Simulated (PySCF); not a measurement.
```csv
atom,x (Å),y (Å),z (Å)
C,-2.5907,-1.0249,-0.5179
P,-1.0149,-0.3008,-1.1489
C,-1.4821,1.4876,-1.0622
P,-0.0685,-0.2681,0.8330
O,-0.9089,0.0652,2.0039
C,1.3328,-1.4072,0.9723
C,1.7090,0.0931,0.8000
Si,2.6417,0.5849,-0.7553
H,-2.8687,-0.5584,0.4275
H,-2.4622,-2.0964,-0.3681
H,-3.3760,-0.8692,-1.2570
H,-0.5948,2.0990,-1.2223
H,-2.2055,1.7103,-1.8461
H,-1.9136,1.7193,-0.0884
H,1.5277,-1.8438,1.9439
H,1.5935,-2.0553,0.1478
H,2.0402,0.5604,1.7226
H,2.0139,-0.0375,-1.9223
H,2.6032,2.0443,-0.8758
H,4.0185,0.1080,-0.6094
```

Geometry: GFN2-xTB.

Level of theory: PySCF 2.14.0, PBE0/pcSseg-1, SCF density, gas phase, non-relativistic.

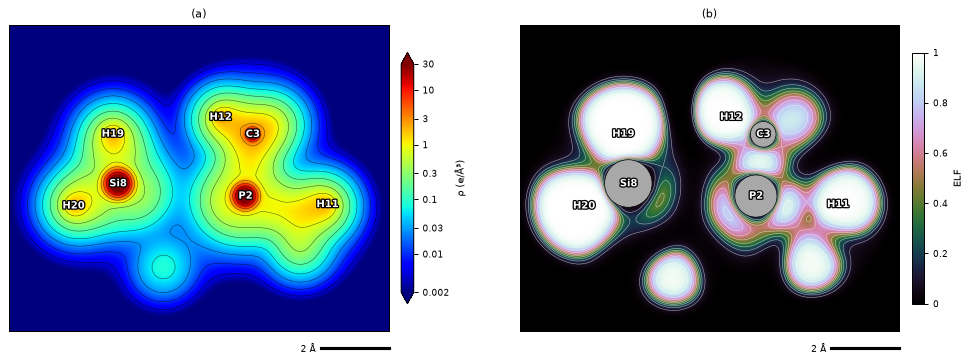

C4H12OP2Si. (a) electron density; (b) electron localisation function on the plane of atoms H19, Si8 and H20. Grey discs cover the atomic cores in the ELF map.

> What does the map show?

Atoms in the plane: P, C, Si and H. C–H (1.09 Å): ρ is about 2 e/Å³ halfway; the ELF climbs to about 1 towards the hydrogen, as it does in any bond to H (an ordinary covalent bond to hydrogen). Si–H (1.46 Å): the density is about 0.81 e/Å³ at the midpoint; the ELF climbs to about 1 towards the hydrogen.
